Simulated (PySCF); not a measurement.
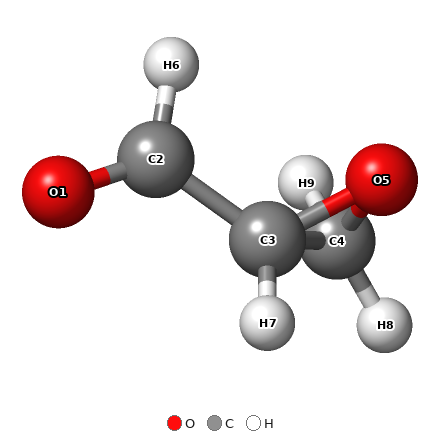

C₃H₄O₂ (glycidaldehyde), SMILES O=C[C@H]1CO1. Vertical core-electron binding energies by ΔSCF (SCAN, pcX-2 on the ionised atom, pcseg-1 elsewhere, spin-free X2C; PySCF, at a GFN2-xTB geometry (no frequency check)), gas phase, against the vacuum level. One atom of each kind was ionised; within a panel, areas follow the number of like atoms, Gaussians of 0.8 eV full width. Only the regions named are shown. Lines closer than the width merge in the curve.

Q: Predict the C 1s photoelectron lines.

A:
```tsv
level	atoms	binding energy (eV)
C 1s	C2	293.9
C 1s	C4	293.0
C 1s	C3	292.9
```

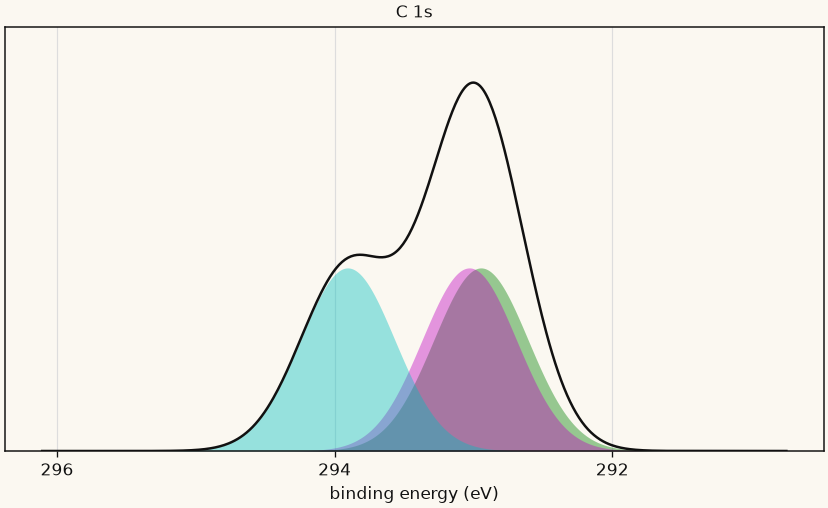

Note: one conformer of a flexible molecule; the tight-binding geometry is rougher than a DFT one and adds to the error.
